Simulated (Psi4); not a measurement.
**Run report: GeO, single-point calculation**

GeO, multiplicity 3, SMILES [O]=[Ge], computed with CAM-B3LYP/cc-pVTZ, UKS (Psi4 1.11).

The geometry is that of the parent species in another charge or spin state. The geometry comes from this level: GFN2-xTB.

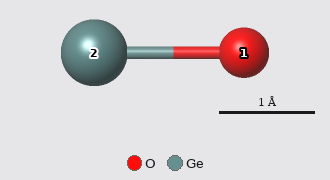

Fig. 1: The input geometry (ball-and-stick view, seen on its broad side; atoms are numbered from 1 in the order of the input). Sticks mark near contacts.

Summary:

```csv
quantity,value
outcome,converged
total energy,−2152.243122 hartree
basis functions,73
⟨S²⟩,2.010
dipole moment,2.26 D
hardware,"1 thread of Intel Xeon (Granite Rapids), 64 GiB of memory available, shared host"
wall time,33 s
peak memory,0.86 GiB
```

Settings chosen away from the usual ones: ints_tolerance set to 0.0001 (from 0.0001); partner set to triplet (from base). These settings are looser than, or depart from, a standard set-up, so the numbers are not reference values for this system.

The input (input.dat):
```
memory 1600 MB

molecule {
  0 3
  O      0.00000000     0.00000000     0.00000000
  Ge     0.00000000     0.00000000     2.97913434
  units bohr
  symmetry c1
}

set {
  basis cc-pVTZ
  reference uks
  puream true
  scf_type direct
  dft_radial_points 99
  dft_spherical_points 590
  ints_tolerance 0.0001
  maxiter 100
}

energy_value, wavefunction = energy("cam-b3lyp", return_wfn=True)
```

Run as:
```bash
psi4 -i input.dat -o output.dat -n 1
```

Output:
```
Psi4 1.11 release

   => Loading Basis Set <=

    Name: CC-PVTZ
    Role: ORBITAL
    Keyword: BASIS

         ---------------------------------------------------------
                                   SCF
                              UKS Reference
                        1 Threads,   1525 MiB Core
         ---------------------------------------------------------

  ==> Geometry <==

    Molecular point group: c1
    Full point group: C_inf_v

    Geometry (in Bohr), charge = 0, multiplicity = 3:

       Center              X                  Y                   Z               Mass
    ------------   -----------------  -----------------  -----------------  -----------------
         O            0.000000000000     0.000000000000    -2.449184715334    15.994914619570
         GE           0.000000000000     0.000000000000     0.529949624666    73.921177761000

  Running in c1 symmetry.

  Rotational constants: A = ************  B =      0.51582  C =      0.51582 [cm^-1]
  Rotational constants: A = ************  B =  15463.98357  C =  15463.98357 [MHz]
  Nuclear repulsion =   85.931002359564630

  Charge       = 0
  Multiplicity = 3
  Electrons    = 40
  Nalpha       = 21
  Nbeta        = 19

  ==> Algorithm <==

  SCF Algorithm Type is DIRECT.
  DIIS enabled.
  MOM disabled.
  Fractional occupation disabled.
  Guess Type is SAD.
  Energy threshold   = 1.00e-06
  Density threshold  = 1.00e-06
  Integral threshold = 1.00e-04

  ==> Primary Basis <==

  Basis Set: CC-PVTZ
    Blend: CC-PVTZ
    Number of shells: 25
    Number of basis functions: 73
    Number of Cartesian functions: 84
    Spherical Harmonics?: true
    Max angular momentum: 3

  ==> DFT Potential <==

   => LibXC <=

    Version 7.1.2

   => Composite Functional: CAM-B3LYP <=

    CAM-B3LYP Hyb-GGA Exchange-Correlation Functional

    Deriv               =              1
    GGA                 =           TRUE
    Meta                =          FALSE

    Exchange Hybrid     =           TRUE
    MP2 Hybrid          =          FALSE

   => Exchange Functionals <=

    0.3500         Becke 88 [omega = 0.3300]
    0.4600   Short-range recipe for B88 functional - erf [omega = 0.3300]

   => Exact (HF) Exchange <=

    0.4600            HF,LR [omega = 0.3300]
    0.1900               HF

   => Correlation Functionals <=

    0.1900   Vosko, Wilk & Nusair (VWN5)
    0.8100   Lee, Yang & Parr

   => LibXC Density Thresholds  <==

    XC_HYB_GGA_XC_CAM_B3LYP:  1.00E-14

   => Molecular Quadrature <=

    Radial Scheme          =       TREUTLER
    Pruning Scheme         =           NONE
    Nuclear Scheme         =       TREUTLER

    Blocking Scheme        =         OCTREE
    BS radius alpha        =              1
    Pruning alpha          =              1
    Radial Points          =             99
    Spherical Points       =            590
    Total Points           =         110482
    Total Blocks           =            921
    Max Points             =            256
    Max Functions          =             73
    Weights Tolerance      =       1.00E-15

   => Loading Basis Set <=

    Name: (CC-PVTZ AUX)
    Role: JKFIT
    Keyword: DF_BASIS_SCF

  Starting with a DF guess...

  ==> Integral Setup <==

  DFHelper Memory: AOs need 0.035 GiB; user supplied 0.904 GiB.
  SCF_SUBTYPE=INCORE selected. In-core MEM_DF algorithm will be used.
  Using in-core AOs.

  ==> MemDFJK: Density-Fitted J/K Matrices <==

    J tasked:                   Yes
    K tasked:                   Yes
    wK tasked:                  Yes
    Omega:                3.300E-01
    Memory [MiB]:               925
    Algorithm:                 Core
    Schwarz Cutoff:           1E-04
    Mask sparsity (%):       3.0024
    Fitting Condition:        1E-10

   => Auxiliary Basis Set <=

  Basis Set: (CC-PVTZ AUX)
    Blend: CC-PVTZ-JKFIT
    Number of shells: 76
    Number of basis functions: 286
    Number of Cartesian functions: 365
    Spherical Harmonics?: true
    Max angular momentum: 4

  Cached 100.0% of DFT collocation blocks in 0.214 [GiB].

  Minimum eigenvalue in the overlap matrix is 2.8737177130E-03.
  Reciprocal condition number of the overlap matrix is 7.6101623330E-04.
    Using symmetric orthogonalization.

  ==> Pre-Iterations <==

  SCF Guess: Superposition of Atomic Densities via on-the-fly atomic UHF (no occupation information).

   -------------------------
    Irrep   Nso     Nmo
   -------------------------
     A         73      73
   -------------------------
    Total      73      73
   -------------------------

  ==> Iterations <==

                           Total Energy        Delta E     RMS |[F,P]|

   @DF-UKS iter SAD: -2148.58800346733324   -2.14859e+03   0.00000e+00
   @DF-UKS iter   1: -2151.31931169092513   -2.73131e+00   2.63180e-02 ADIIS/DIIS
   @DF-UKS iter   2: -2151.15463503679666    1.64677e-01   3.49095e-02 ADIIS/DIIS
   @DF-UKS iter   3: -2152.23023686955503   -1.07560e+00   2.60087e-03 ADIIS/DIIS
   @DF-UKS iter   4: -2152.21937235916948    1.08645e-02   3.49940e-03 ADIIS/DIIS
   @DF-UKS iter   5: -2152.24373780291489   -2.43654e-02   1.71649e-04 ADIIS/DIIS
   @DF-UKS iter   6: -2152.24391257703019   -1.74774e-04   5.80659e-05 DIIS
   @DF-UKS iter   7: -2152.24396335539086   -5.07784e-05   2.94554e-05 DIIS
   @DF-UKS iter   8: -2152.24398381645233   -2.04611e-05   1.57227e-05 DIIS
   @DF-UKS iter   9: -2152.24398726915160   -3.45270e-06   2.09527e-06 DIIS
   @DF-UKS iter  10: -2152.24398730746680   -3.83152e-08   7.19061e-07 DIIS

  DF guess converged.

  ==> DirectJK: Integral-Direct J/K Matrices <==

    J tasked:                  Yes
    K tasked:                  Yes
    wK tasked:                 Yes
    Omega:               3.300E-01
    Integrals threads:           1
    Screening Type:           CSAM
    Screening Cutoff:        1E-04
    Incremental Fock:           No

   @UKS iter  11: -2152.24311405266326   -2.15224e+03   1.72340e-04 ADIIS/DIIS
   @UKS iter  12: -2152.24312186178668   -7.80912e-06   3.03342e-06 DIIS
   @UKS iter  13: -2152.24312187755504   -1.57684e-08   4.47189e-07 DIIS
  Energy and wave function converged.

  ==> Post-Iterations <==

   Electrons on quadrature grid:
      Nalpha   =   21.0000001110 ; deviation = 1.110e-07
      Nbeta    =   19.0000001017 ; deviation = 1.017e-07
      Ntotal   =   40.0000002127 ; deviation = 2.127e-07

   @Spin Contamination Metric:   9.910635737E-03
   @S^2 Expected:                2.000000000E+00
   @S^2 Observed:                2.009910636E+00
   @S   Expected:                1.000000000E+00
   @S   Observed:                1.000000000E+00

    Orbital Energies [Eh]
    ---------------------

    Alpha Occupied:

       1A   -398.853965     2A    -49.890620     3A    -44.414327
       4A    -44.412448     5A    -44.412267     6A    -19.239529
       7A     -6.333038     8A     -4.508796     9A     -4.505884
      10A     -4.500405    11A     -1.350757    12A     -1.332435
      13A     -1.327050    14A     -1.326347    15A     -1.325428
      16A     -1.058740    17A     -0.587749    18A     -0.443841
      19A     -0.433830    20A     -0.431501    21A     -0.210948

    Alpha Virtual:

      22A     -0.050301    23A      0.064928    24A      0.159341
      25A      0.217289    26A      0.219164    27A      0.264128
      28A      0.265235    29A      0.284098    30A      0.340350
      31A      0.345895    32A      0.471608    33A      0.657592
      34A      0.743401    35A      0.745101    36A      0.988168
      37A      0.989252    38A      1.031345    39A      1.031399
      40A      1.102942    41A      1.107435    42A      1.156567
      43A      1.157438    44A      1.169175    45A      1.187313
      46A      1.191276    47A      1.210888    48A      1.393923
      49A      1.456286    50A      1.464513    51A      1.620055
      52A      1.688082    53A      1.688405    54A      2.150834
      55A      2.154496    56A      2.276972    57A      2.481964
      58A      3.780382    59A      3.781806    60A      4.553039
      61A      5.194437    62A      5.194442    63A      5.203076
      64A      5.203160    65A      5.250620    66A      5.253962
      67A      5.318740    68A      6.312914    69A      6.313195
      70A      6.607393    71A      6.607450    72A      6.763115
      73A      8.724440

    Beta Occupied:

       1A   -398.852009     2A    -49.889416     3A    -44.413712
       4A    -44.409843     5A    -44.409595     6A    -19.219935
       7A     -6.329420     8A     -4.507130     9A     -4.501363
      10A     -4.494260    11A     -1.341724    12A     -1.329663
      13A     -1.322513    14A     -1.320974    15A     -1.319346
      16A     -1.009287    17A     -0.490456    18A     -0.412895
      19A     -0.398949

    Beta Virtual:

      20A     -0.180115    21A     -0.030016    22A     -0.005273
      23A      0.083663    24A      0.173673    25A      0.222521
      26A      0.239442    27A      0.288618    28A      0.289815
      29A      0.315178    30A      0.355728    31A      0.373723
      32A      0.488758    33A      0.686271    34A      0.752330
      35A      0.760566    36A      1.010685    37A      1.010737
      38A      1.060514    39A      1.060796    40A      1.117232
      41A      1.135853    42A      1.177264    43A      1.180227
      44A      1.201413    45A      1.212438    46A      1.234686
      47A      1.241429    48A      1.420165    49A      1.463391
      50A      1.487491    51A      1.645616    52A      1.702509
      53A      1.703030    54A      2.178607    55A      2.191634
      56A      2.301261    57A      2.516245    58A      3.798183
      59A      3.810643    60A      4.605530    61A      5.208107
      62A      5.208116    63A      5.235721    64A      5.235885
      65A      5.294405    66A      5.304002    67A      5.375714
      68A      6.339718    69A      6.339758    70A      6.665021
      71A      6.676473    72A      6.846963    73A      8.749502

    Final Occupation by Irrep:
              A
    DOCC [    19 ]
    SOCC [     2 ]
    NA   [    21 ]
    NB   [    19 ]

  @UKS Final Energy: -2152.24312187755504

   => Energetics <=

    Nuclear Repulsion Energy =             85.9310023595646300
    One-Electron Energy =               -3168.4288233140377997
    Two-Electron Energy =                 998.4200557921558357
    DFT Exchange-Correlation Energy =     -68.1653567152374080
    Empirical Dispersion Energy =           0.0000000000000000
    VV10 Nonlocal Energy =                  0.0000000000000000
    Total Energy =                      -2152.2431218775550406

  UHF NO Occupations:
  HONO-2 :   19  A 1.9965702
  HONO-1 :   20  A 1.0000000
  HONO-0 :   21  A 1.0000000
  LUNO+0 :   22  A 0.0034298
  LUNO+1 :   23  A 0.0009388
  LUNO+2 :   24  A 0.0003187
  LUNO+3 :   25  A 0.0001973

Computation Completed

Properties will be evaluated at   0.000000,   0.000000,   0.000000 [a0]

Properties computed using the SCF density matrix

 Multipole Moments:

 ------------------------------------------------------------------------------------
     Multipole            Electronic (a.u.)      Nuclear  (a.u.)        Total (a.u.)
 ------------------------------------------------------------------------------------

 L = 1.  Multiply by 2.5417464519 to convert [e a0] to [Debye]
 Dipole X            :          0.0000000            0.0000000            0.0000000
 Dipole Y            :         -0.0000000            0.0000000           -0.0000000
 Dipole Z            :          3.5248897           -2.6350897            0.8898000
 Magnitude           :                                                    0.8898000

 ------------------------------------------------------------------------------------

	total time  =         32 seconds =       0.53 minutes

    Psi4 run time: 0:00:32.25
```
